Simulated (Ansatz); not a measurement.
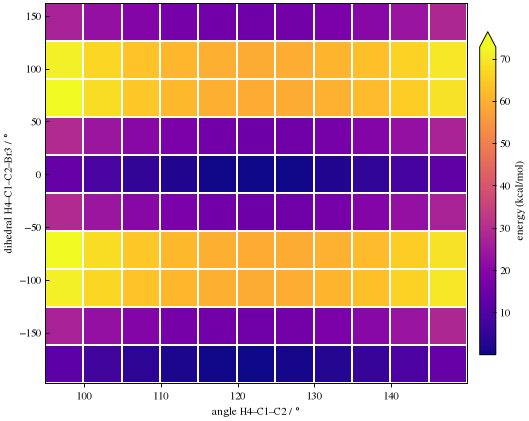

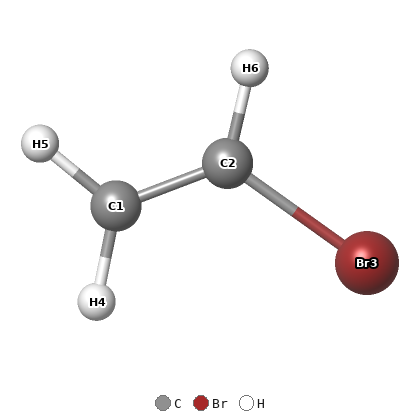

Energy landscape of C2H3Br, SMILES C=CBr. Coordinates scanned: (1) angle H4–C1–C2; (2) dihedral H4–C1–C2–Br3. Nothing is relaxed (all other coordinates rigid). Grid: 11 × 10 points; 66 points were computed and 44 follow by symmetry. Points are written as (first, second). All energies are given in kcal/mol relative to the relaxed molecule at the same level. The dihedral twists a double bond; near 90° a spin-restricted reference is unreliable. Theory: RKS CAM-B3LYP-D4/def2-TZVP (Ansatz 0.2.0).

In the figure: one coloured cell a grid point, one colour for all values above the top of the scale. The second picture is the structure at the lowest point.

Q: Where are the lowest and the highest points?

A: The lowest grid point is at (122.4°, 0°), 0 kcal/mol from the relaxed molecule at the same level. Other grid points that lie below all their neighbours: (122.4°, −180°) (0.19 kcal/mol higher). The highest grid point, (97.4°, −72°), lies 73 kcal/mol above the lowest.

Grid values (kcal/mol):

| dihedral H4–C1–C2–Br3 ↓, angle H4–C1–C2 → | 97.4 | 102.4 | 107.4 | 112.4 | 117.4 | 122.4 | 127.4 | 132.4 | 137.4 | 142.4 | 147.4 |
| --- | --- | --- | --- | --- | --- | --- | --- | --- | --- | --- | --- |
| 144 | 27 | 23 | 19 | 17 | 16 | 15 | 16 | 18 | 20 | 24 | 28 |
| 108 | 71 | 67 | 64 | 61 | 60 | 59 | 60 | 61 | 63 | 66 | 70 |
| 72 | 73 | 68 | 64 | 62 | 60 | 59 | 59 | 60 | 62 | 65 | 69 |
| 36 | 29 | 24 | 20 | 17 | 16 | 15 | 16 | 17 | 19 | 23 | 27 |
| 0 | 14 | 9 | 5 | 2 | 1 | 0 | 1 | 2 | 5 | 8 | 13 |
| −36 | 29 | 24 | 20 | 17 | 16 | 15 | 16 | 17 | 19 | 23 | 27 |
| −72 | 73 | 68 | 64 | 62 | 60 | 59 | 59 | 60 | 62 | 65 | 69 |
| −108 | 71 | 67 | 64 | 61 | 60 | 59 | 60 | 61 | 63 | 66 | 70 |
| −144 | 27 | 23 | 19 | 17 | 16 | 15 | 16 | 18 | 20 | 24 | 28 |
| −180 | 12 | 7 | 4 | 2 | 0 | 0 | 1 | 3 | 6 | 9 | 14 |

Time for the 66 points that were run: 5.3 min on 1 thread of Arm Neoverse V2 (shared host).
